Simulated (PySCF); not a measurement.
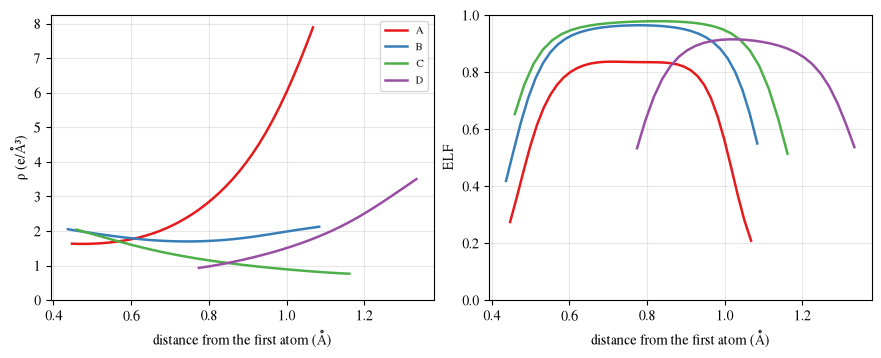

C3H10F2N2Si (SMILES N[SiH](N)[C@H](F)CCF). Electron density and electron localisation function along straight lines between neighbouring atoms. The curves leave out the atomic cores.

Geometry: GFN2-xTB.

These are results of PySCF, PBE0/pcSseg-1, SCF density, gas phase, non-relativistic, not measurements.

```xyz
18

N    -1.5371    1.1131   -0.9401
Si   -1.1580   -0.4682   -0.3700
N    -2.4318   -1.1690    0.5508
C     0.3212   -0.5828    0.8737
F     0.1615    0.4054    1.8547
C     1.7192   -0.4345    0.2893
C     1.9291    0.8857   -0.4367
F     1.3970    0.8438   -1.7069
H    -0.9593    1.5100   -1.6635
H    -1.7971    1.8261   -0.2754
H    -0.8750   -1.3015   -1.5316
H    -3.3592   -1.1625    0.1608
H    -2.4741   -0.9978    1.5422
H     0.2768   -1.5282    1.4252
H     2.4573   -0.4929    1.0938
H     1.8913   -1.2573   -0.4047
H     2.9937    1.1076   -0.5610
H     1.4359    1.7093    0.0877
```

**Which curve belongs to which contact (C–C, C–F, C–Si and Si–N)? The first atom named is at distance zero.**

Curve A: C–F (1.38 Å): ρ is about 2.1 e/Å³ halfway, with its minimum of 1.6 e/Å³ about 0.5 Å from C; the ELF peaks at about 0.85 between the atoms: a polar covalent bond. Curve B: C–C (1.52 Å): ρ is about 1.7 e/Å³ halfway; the ELF peaks at about 0.95 between the atoms (a covalent bond). Curve C: C–Si (1.94 Å): ρ at the midpoint is about 0.92 e/Å³; the ELF peaks at about 1 between the atoms (localised, covalent bonding). Curve D: Si–N (1.72 Å): ρ is about 1.1 e/Å³ halfway; the ELF peaks at about 0.90 between the atoms, as expected for a shared but strongly polarised pair.
